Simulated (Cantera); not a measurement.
Input: 1 mol CaO, 3.7 mol HCl, 7 mol N₂, equilibrated at 1.40 Pa.

Cantera equilibrium calculation (NASA polynomials, part measured and part estimated; ideal gas, pure solids and liquids). Candidate condensed phases: Ca, CaCl₂, CaO, Ca(OH)₂, H₂O, NH₄Cl; 36 gas species. Condensed phases not in the tables: oxide chlorides. Rates play no part.

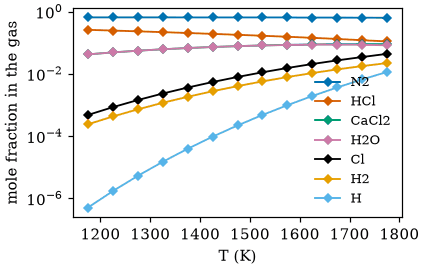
Figure. Equilibrium gas composition (values under 1e-9 drawn at 1e-9)

Problem. Read off the mole fractions at 1425 K.

Solution. N₂ about 0.65, HCl about 0.19, CaCl₂ about 0.073, H₂O about 0.073, Cl about 0.0055, H₂ about 0.0028, H about 9.6e-5.
